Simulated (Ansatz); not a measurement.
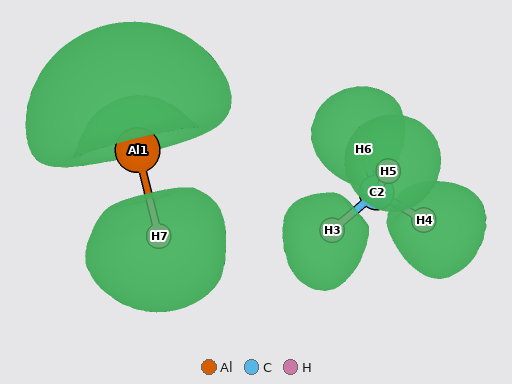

Figure. AlH···CH4. Isosurface of the electron localisation function at 0.8 (green), seen across its widest extent. Core shells and regions of very low density are left out.

The calculation used RHF/6-31G* in Ansatz.

```
atom    x (Å)    y (Å)    z (Å)
  Al  -0.9411   0.3487  -1.7547
   C   1.7406  -0.0472   1.8505
   H   0.6901  -0.2888   1.7385
   H   2.1425  -0.5792   2.7044
   H   1.8531   1.0194   2.0044
   H   2.2818  -0.3420   0.9585
   H  -1.7471  -0.1109  -0.3854
```

**What do the ELF domains correspond to?**

The ELF exceeds this value in five regions around hydrogen nuclei and one lobe on Al, pointing away from the bonds (lone pairs). Profiles from the grid: C–H (1.08 Å): the ELF climbs to about 1 towards the hydrogen, as it does in any bond to H: an ordinary covalent bond to hydrogen. Al–H (1.65 Å): the ELF climbs to about 1 towards the hydrogen.
